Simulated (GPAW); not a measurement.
# Polarising Cl/Ru(0001) with a field along the normal

The dipole of the cell at several fields, atoms fixed. What does the strongest field give, and what length does the slope stand for?

Set-up. GPAW 26.7.0, plane waves (400 eV), PAW setups, PBE, 13×13 mesh, a dipole layer in the vacuum; geometry relaxed without an applied field with GPAW. The cell's area is 6.31 Å², and e/ε0 = 180.95 V Å.

The runs, one held back:

```
field (V/Å)  dipole (e Å)
       −0.2       −0.0718
       −0.1       −0.0326
      −0.05       −0.0131
       0.05        0.0262
        0.1        0.0458
        0.2        0.0852
        0.3             ?
```

**Question.** What is the dipole at 0.3 V/Å?

Worked answer. A line through the 6 points has the slope α = 0.392 e Å per V/Å and the intercept p₀ = 0.0066 e Å (r.m.s. residual 7.0e−05). At 0.3 V/Å it gives p = 0.0066 + 0.392 × 0.3 = 0.1243 e Å; the run gives 0.1245 e Å, so the response stays linear to 0.2 % of the induced part. Dividing by ε0 and the area: α/(ε0 A) = 0.392 × 180.95 / 6.31 = 11.25 Å, against 8.43 Å between the outer nuclei.

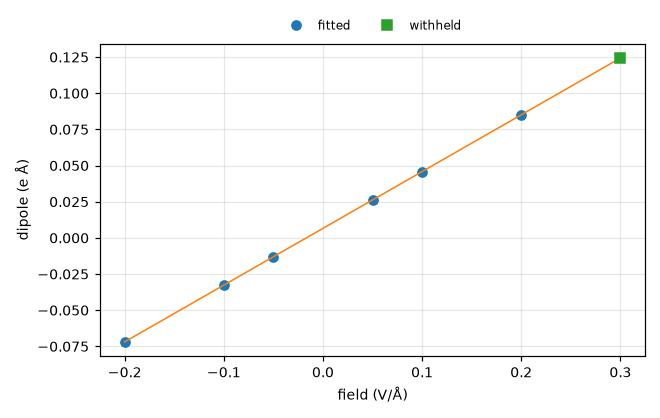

The line and the withheld run.

**Limits.** This is the electronic response alone; ions that move would add to it in polar layers. No run was spin-polarised, so magnetic states weren't tested.

[Logs are printed without paths, hosts, clocks, repeated set-up lines and the standing remarks that a program may print on its own settings, such as how far it seeks lower states.]
